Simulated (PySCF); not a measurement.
NMR shielding calculation, with input and output: C6H13FNPSi

The run: NMR shielding calculation of C6H13FNPSi. Method and program: GIAO PBE0/pcSseg-1 NMR shielding, non-relativistic, gas phase (PySCF 2.14.0).

The geometry comes from this level: GFN2-xTB. Figures and captions count atoms from 1; the log counts them from 0 in places.

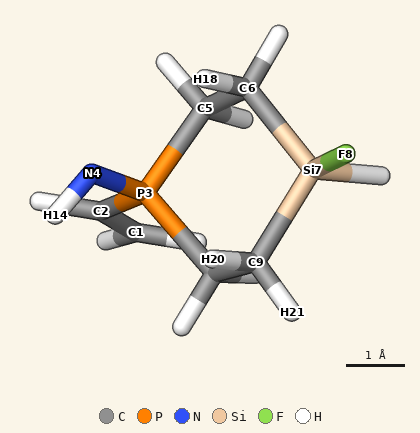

The structure as given in the input (stick view, seen at a tilt; atoms are numbered from 1 in the order of the input).

Key numbers

| quantity | value |
| --- | --- |
| outcome | converged |
| total energy | −1021.174518 hartree |
| HOMO | −6.46 eV |
| LUMO | −0.87 eV |
| dipole moment | 4.30 D |
| isotropic shielding, C | 33.3 to 177.2 ppm |
| isotropic shielding, P | 329.3 ppm |
| isotropic shielding, N | 236.0 ppm |
| isotropic shielding, Si | 334.1 ppm |
| isotropic shielding, F | 374.0 ppm |
| hardware | 1 CPU thread, shared host |
| wall time | 82 s |
| peak memory | 1.2 GiB |

The input
```
{"job": {"kind": "nmr", "xc": "PBE0", "basis": "pcSseg-1"}, "charge": 0, "multiplicity": 1}
C     -2.946256     0.184656    -1.081120
C     -2.443632    -0.554654    -0.106553
P     -0.680118    -0.639167     0.399767
N     -0.289237    -1.642803     1.521928
C     -0.334270     1.030428     1.053753
C      1.128720     1.114946     1.471903
Si     2.250584     0.827369    -0.022841
F      3.778075     0.661376     0.483770
C      1.721732    -0.762482    -0.905363
C      0.231093    -0.710827    -1.219450
H     -4.002484     0.193866    -1.302241
H     -2.327099     0.810811    -1.702180
H     -3.086988    -1.174761     0.510206
H     -0.418555    -2.620191     1.300808
H     -0.585425     1.778237     0.296485
H     -1.001003     1.168054     1.910346
H      1.323531     2.074531     1.955139
H      1.305406     0.335332     2.216128
H      2.284582     1.971599    -0.934733
H      1.903096    -1.614261    -0.243434
H      2.295136    -0.938669    -1.817762
H     -0.012534     0.148798    -1.844580
H     -0.099107    -1.615201    -1.742921
```

The first line tells a small driver script what to run in PySCF; the rest is the geometry in Å.

Launched with:
```bash
OMP_NUM_THREADS=1 python <driver script> task.json out
```

The program's output
```
coarse grid: 19976 points
cycle   1  E = -1020.9557918203  dE =  1.319e+00  |g| = 8.589e-01  |ddm| = 4.449e+00
cycle   2  E = -1020.7389643314  dE =  2.168e-01  |g| = 1.335e+00  |ddm| = 2.758e+00
cycle   3  E = -1021.0994681134  dE = -3.605e-01  |g| = 2.127e-01  |ddm| = 2.101e+00
cycle   4  E = -1021.1102645279  dE = -1.080e-02  |g| = 4.981e-02  |ddm| = 2.988e-01
cycle   5  E = -1021.1107243307  dE = -4.598e-04  |g| = 1.975e-02  |ddm| = 5.641e-02
cycle   6  E = -1021.1107965775  dE = -7.225e-05  |g| = 4.772e-03  |ddm| = 1.832e-02
cycle   7  E = -1021.1108013622  dE = -4.785e-06  |g| = 1.607e-03  |ddm| = 5.530e-03
final grid: 183536 points
cycle   8  E = -1021.1744901623  dE = -4.598e-05  |g| = 1.060e-02  |ddm| = 4.073e-02
cycle   9  E = -1021.1744738713  dE =  1.629e-05  |g| = 1.350e-02  |ddm| = 2.078e-02
cycle  10  E = -1021.1745172030  dE = -4.333e-05  |g| = 1.771e-03  |ddm| = 1.286e-02
cycle  11  E = -1021.1745179443  dE = -7.413e-07  |g| = 3.810e-04  |ddm| = 2.017e-03
cycle  12  E = -1021.1745179743  dE = -3.006e-08  |g| = 1.404e-04  |ddm| = 4.824e-04
cycle  13  E = -1021.1745179788  dE = -4.508e-09  |g| = 3.876e-05  |ddm| = 1.851e-04
cycle  14  E = -1021.1745179791  dE = -2.519e-10  |g| = 1.284e-05  |ddm| = 4.876e-05
```

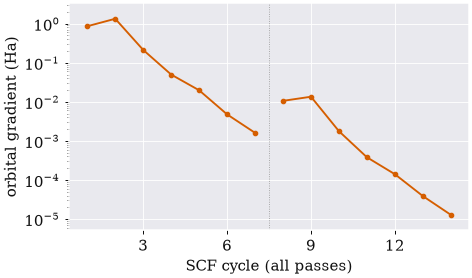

Convergence of the self-consistent field: orbital gradient against the SCF cycle. The dotted line marks the change from a coarse to the final integration grid. The first 7 cycles use a coarse grid, the final grid takes over at cycle 8, and the field converges after 14 cycles in all.

```
converged SCF energy = -1021.1745179791

GIAO shielding tensors (ppm)
atom      isotropic    diamagn.    paramagn.     s11        s22        s33       span
  0 C       53.172     256.054    -202.881    -66.966     54.625    171.857    238.822
  1 C       33.294     265.542    -232.247    -72.711     38.574    134.020    206.732
  2 P      329.324     967.297    -637.974    248.906    260.670    478.396    229.491
  3 N      236.035     321.023     -84.988    170.018    257.986    280.102    110.084
  4 C      156.911     257.708    -100.797    141.099    152.988    176.645     35.546
  5 C      177.243     253.724     -76.482    168.590    176.664    186.473     17.883
  6 Si     334.138     876.221    -542.083    293.051    330.583    378.781     85.730
  7 F      374.032     462.825     -88.794    369.244    370.649    382.202     12.958
  8 C      177.189     254.125     -76.935    168.380    177.232    185.954     17.574
  9 C      158.348     259.252    -100.904    142.256    156.178    176.610     34.353
 10 H       25.544      27.686      -2.142     23.154     24.591     28.887      5.733
 11 H       26.088      34.009      -7.921     22.065     25.057     31.143      9.078
 12 H       25.112      31.405      -6.293     22.736     24.517     28.084      5.349
 13 H       31.840      32.857      -1.017     25.277     27.551     42.693     17.417
 14 H       30.450      34.873      -4.423     27.171     29.365     34.814      7.643
 15 H       29.422      32.322      -2.901     24.581     27.945     35.738     11.157
 16 H       30.522      29.041       1.481     25.049     27.894     38.624     13.575
 17 H       29.258      31.146      -1.889     24.474     29.430     33.870      9.396
 18 H       26.540      29.135      -2.595     23.168     25.028     31.425      8.257
 19 H       29.687      31.882      -2.194     25.456     29.576     34.029      8.574
 20 H       30.492      29.550       0.941     25.080     27.988     38.407     13.327
 21 H       29.952      35.635      -5.683     26.485     29.072     34.300      7.816
 22 H       29.981      33.582      -3.601     25.046     28.647     36.251     11.204
```

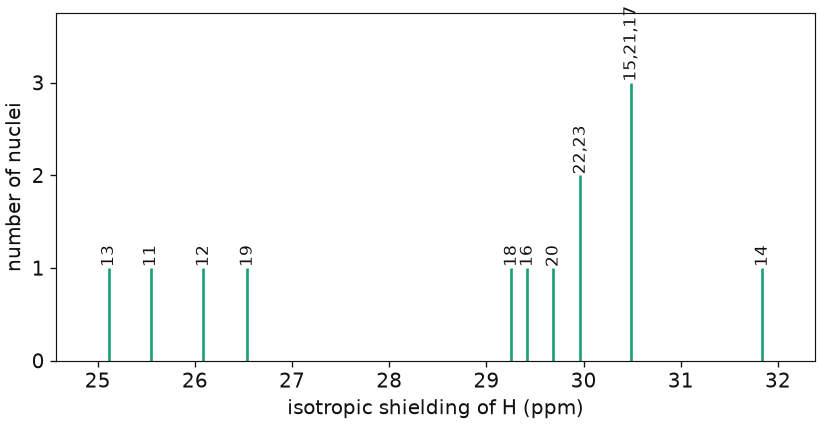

Isotropic shieldings of the hydrogen nuclei in this fixed geometry, labelled by atom number; shielding grows to the right, so chemical shift grows to the left. The least shielded is H13 (25.1 ppm), the most shielded H14 (31.8 ppm).

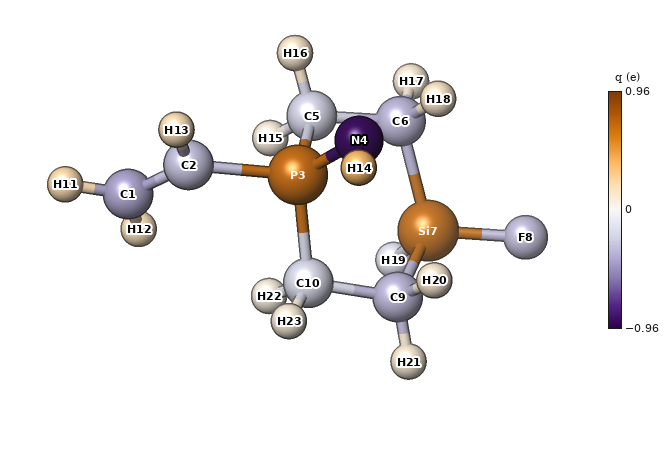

ESP-fitted charges, as the colour of each atom (ball-and-stick view, seen at a tilt; atoms are numbered from 1 in the order of the input). By element: C −0.42 to −0.19, P +0.71, N −0.91, Si +0.71, F −0.34 and H −0.14 to +0.35 e.
